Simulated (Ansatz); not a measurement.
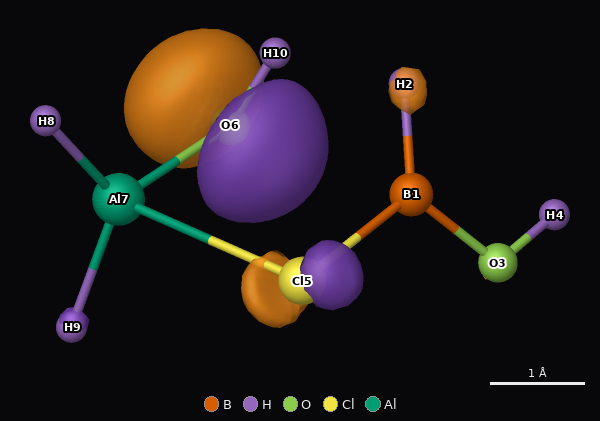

The picture shows: AlBClH$_{5}$O$_{2}$. The HOMO−1 at ±0.2 Å⁻³ᐟ² (orange and purple are the two phases), seen at an oblique angle.

Not at a stationary point (largest force 1.1 eV/Å).

Computed with Ansatz 0.2.0, RKS r2SCAN-D4/def2-SVP.

The calculation's input:

```
crystal:
  periodic: [false, false, false]
  atoms:
    - { symbol: B, position_ang: [0.0, 0.0, 0.0] }
    - { symbol: H, position_ang: [0.0, 0.0, 1.54] }
    - { symbol: O, position_ang: [1.2211, 0.0, -0.705] }
    - { symbol: H, position_ang: [1.5209, -0.9519, -0.8599] }
    - { symbol: Cl, position_ang: [-1.6108, 0.0, -0.93] }
    - { symbol: O, position_ang: [-0.2139, 1.6086, 0.5392] }
    - { symbol: Al, position_ang: [-1.7146, 2.5509, 0.3706] }
    - { symbol: H, position_ang: [-2.9671, 1.9092, -0.3024] }
    - { symbol: H, position_ang: [-1.7772, 4.0185, 0.8959] }
    - { symbol: H, position_ang: [-0.1135, 0.8538, 1.537] }
basis:
  gaussian: { orbitals: def2-SVP }
hamiltonian:
  xc: r2scan
  dispersion: d4
relax:
  f_tol: 0.15
  max_steps: 25
  restrain:
    - { distance: [0, 5], at: 2.61, k: 30.0 }
    - { distance: [9, 1], at: 1.86, k: 30.0 }
    - { distance: [0, 1], at: 1.19, k: 30.0 }
    - { distance: [9, 5], at: 1.01, k: 30.0 }
output:
  orbitals: {}
```

Command:

```sh
ansatz run input.yaml --threads 4 --pin off --max-ram 5120MiB --backend cpu --events-out ev --progress --plain --runs-dir out
```

The fields are those of the run's last geometry, not of the input's.

Where does this orbital lie, and at what energy?

By Hirshfeld shares it lies mainly on O6 (about 70 %) and Cl5 (about 10 %); largely a lone pair of O6. Its energy is −7.45 eV.
